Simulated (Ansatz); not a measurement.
# WCl2 (singlet): inputs that go wrong at a displaced geometry (v1)

4 inputs are run for WCl2 (singlet) as typed; the log has to tell whether the result can be used and what must change.

Program: Ansatz 0.2.0, Gaussian basis. Level of theory: the settings change from run to run. These are calculated values, not measurements.

13 further runs of the same task are left out: 9 that didn't finish, 4 set aside as unsound or not needed. Runs told in other sessions of the task aren't counted.

### Step 1. What is computed

The geometry is a PBE0/def2-TZVP stationary point (not a proven minimum) with its atoms shifted at random (size 0.040 Å). No spin-orbit coupling is included. Elements past krypton take def2 core potentials.

3 atoms, charge 0, spin multiplicity 1.

Atoms are counted from 1 here; the program's logs count them from 0.

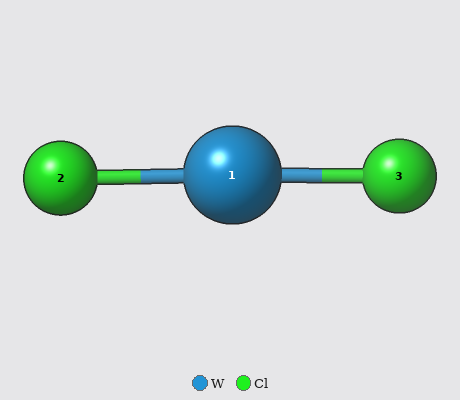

The geometry (tungsten blue, chlorine green); atoms are numbered from 1 in the order of the file.

### Step 2. Input 1

in.yaml

```yaml
crystal:
  periodic: [false, false, false]
  atoms:
    - {symbol: W, position_ang: [-0.015433, -0.009008, 0.021640]}
    - {symbol: Cl, position_ang: [-0.016266, -0.025151, -2.194813]}
    - {symbol: Cl, position_ang: [0.031698, 0.034159, 2.173173]}
basis:
  gaussian: {orbitals: def2-SVP}
correlation: {active_space: {window: {electrons: 2, orbitals: 2}, states: [{multiplicity: 1, weights: [1, 1]}], root: 2}}
```

Command:

```console
ansatz run in.yaml --threads 1 --pin off --events-out ev --progress --plain --max-ram 2393MiB
```

The program printed:

```text
Error: the active space averages no state 2, counted from zero
```

It took 0.03 s on 1 thread of Arm Neoverse V1, shared host.

**Diagnosis.** The run was refused. The root asked for lies beyond the states averaged. Cure: average more states or name a lower root.

### Step 3. Input 2

in.yaml

```yaml
crystal:
  periodic: [false, false, false]
  atoms:
    - {symbol: W, position_ang: [-0.015433, -0.009008, 0.021640]}
    - {symbol: Cl, position_ang: [-0.016266, -0.025151, -2.194813]}
    - {symbol: Cl, position_ang: [0.031698, 0.034159, 2.173173]}
basis:
  gaussian: {orbitals: def2-SVP}
magnetization: {spin_polarized: false}
correlation: {method: ccsd_t, frozen_orbitals: {W: 20}}
```

Launched as before.

The program printed:

```text
Functional definition: HF
  name "HF"
  cite "Fock, Z. Phys. 61, 126 (1930) doi:10.1007/BF01340294"
  parent pbe
  exchange = exact_x
  correlation = 0
Error: "frozen_orbitals" has no count for Cl
```

Run time: 0.03 s. Hardware: 1 thread of Arm Neoverse V1, shared host.

**Diagnosis.** The run was refused. The frozen-orbital counts are incomplete or too large. Fix: leave frozen_orbitals out, or give each element a count that its core has.

### Step 4. Input 3

in.yaml

```yaml
crystal:
  periodic: [false, false, false]
  atoms:
    - {symbol: W, position_ang: [0.283734, 0.024849, -2.194813]}
    - {symbol: Cl, position_ang: [-0.016266, -0.025151, -2.194813]}
    - {symbol: Cl, position_ang: [0.031698, 0.034159, 2.173173]}
basis:
  gaussian: {orbitals: def2-SVP}
magnetization: {spin_polarized: false}
correlation: {method: mp2, electrons: all}
accuracy: high
output: {forces: true}
```

Launched as before.

The program printed, cut to the lines that bear on the results:

```text
Functional definition: HF
  name "HF"
  cite "Fock, Z. Phys. 61, 126 (1930) doi:10.1007/BF01340294"
  parent pbe
[...]
1122 factors; integrals over basis functions are off by at most 6.0e-9 eV
[...]
mean field -20379.83101637 eV, -748.9449759059 hartree, gradient 2.0e-8 eV, S^2 0.000000; 7 other end points of the search recorded, 0 dependent functions left out; unrestricted orbitals would lower it
[...]
unrestricted determinant -20381.92494264 eV, -749.0219262772 hartree, S^2 1.0475
reference -20379.83101637 eV, -748.9449759059 hartree; 24, 24 occupied and 44, 44 virtual orbitals, 1122 factors
second order -12.18976742 eV of doubles, -0.00000000 eV of singles
[...]
Total energy: -20392.02078379 eV, -749.3929415960 hartree
Atom 0 at     0.283734     0.024849    -2.194813 Å, force 39860.683370  6643.453235     0.511259 eV/Å
Atom 1 at    -0.016266    -0.025151    -2.194813 Å, force -39860.705542 -6643.443083     0.667352 eV/Å
Atom 2 at     0.031698     0.034159     2.173173 Å, force     0.022172    -0.010151    -1.178611 eV/Å
Dipole moment:    -0.086033    -0.024348    -0.851956 e Å
```

It took 13 s on 1 thread of Arm Neoverse V1, shared host.

Diagnosis: The run converged, which proves nothing about the input. One atom lies on top of another. The shortest distance is 0.30 Å, against 2.15 Å in the geometry of step 1. Its energy belongs to another geometry. To mend it, restore its position.

### Step 5. Input 4

in.yaml

```yaml
crystal:
  periodic: [false, false, false]
  atoms:
    - {symbol: W, position_ang: [-0.015433, -0.009008, 0.021640]}
    - {symbol: Cl, position_ang: [-0.016266, -0.025151, -2.194813]}
    - {symbol: Cl, position_ang: [0.031698, 0.034159, 2.173173]}
basis:
  gaussian: {orbitals: def2-SVP}
magnetization: {spin_polarized: false}
correlation: {method: fic_mrcisd_q, electrons: outside_noble_gas}
output: {forces: true}
```

Same command.

The program printed:

```text
Error: this correlation method needs an active space: name one as the reference
```

Wall time 0.03 s (1 thread of Arm Neoverse V1, shared host).

What is wrong: The run was refused. This method needs an active space and has none. To mend it, add an active_space block.

### Step 6. How the runs ended

| input | level | ended | cause | time |
| --- | --- | --- | --- | --- |
| 1 | CASSCF(2,2)/def2-SVP | refused | the root asked for lies beyond the states averaged | 0.03 s |
| 2 | CCSD(T) on RHF/def2-SVP | refused | the frozen-orbital counts are incomplete or too large | 0.03 s |
| 3 | MP2 on RHF/def2-SVP | converged | one atom lies on top of another | 13 s |
| 4 | 'fic_mrcisd_q'/def2-SVP | refused | this method needs an active space and has none | 0.03 s |

3 refused, 1 converged. The input that converges on a wrong geometry or spin is the dangerous one: no error points at it, so geometry and ⟨S²⟩ have to be checked.
